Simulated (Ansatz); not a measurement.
# GeH2F− (SMILES [F][GeH2-]): the energy, rung by rung

GeH2F−: 4 atoms, total charge -1, spin state singlet. As SMILES, `[F][GeH2-]`. Geometry: a GFN2-xTB relaxation, a rough one for these elements and not checked as a minimum.

```xyz
4

F     0.0837   -0.5857    1.6167
Ge    0.5517   -0.4337   -0.2626
H    -1.2546   -0.4900   -0.9925
H     0.6192    1.5094   -0.3615
```

Quantity: the energy change with the F1–Ge2 bond stretched from 1.943 to 3.885 Å, in eV. The values are calculated.

```csv
level,kind,program,value (eV),less FCI/STO-3G
SVWN5/STO-3G (restricted),LDA,Ansatz,5.31,+1.61
revPBE/STO-3G (restricted),GGA,Ansatz,4.84,+1.14
B3LYP/STO-3G (restricted),global hybrid,Ansatz,5.65,+1.95
r2SCAN0/STO-3G (restricted),hybrid meta-GGA,Ansatz,5.91,+2.21
wB97X/STO-3G (restricted),range-separated hybrid,Ansatz,6.55,+2.85
B2PLYP/STO-3G (restricted),double hybrid,Ansatz,4.49,+0.79
MP2/STO-3G (restricted),perturbation theory,Ansatz,5.06,+1.36
CCSD/STO-3G (restricted),coupled cluster or CI,Ansatz,3.63,-0.07
FCI/STO-3G,exact in the basis,Ansatz,3.70,0.00
```

FCI/STO-3G is exact within its basis and frozen core, so for wave-function methods in that basis the difference is their error; functionals converge differently with the basis, so for them it is only a difference. All-electron rows without a relativistic Hamiltonian named are non-relativistic. Sets without diffuse functions describe the anion poorly. The first shape isn't each level's own minimum. The values span 3.63 to 6.55 eV. All rows use very small basis sets, so none should be taken for the real molecule's value. In the correlated wave-function rows the outer d shell of Ge is correlated, in sets not made for it.

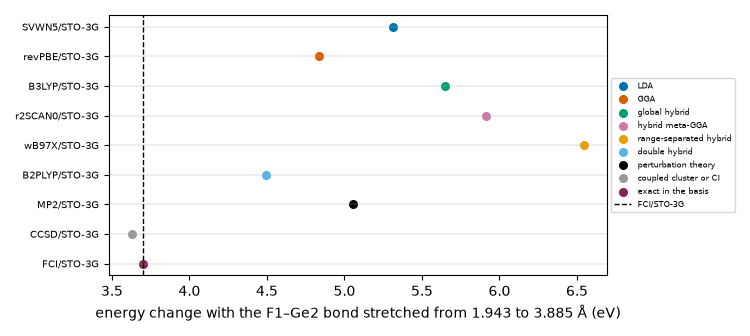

The values of the table, level by level.
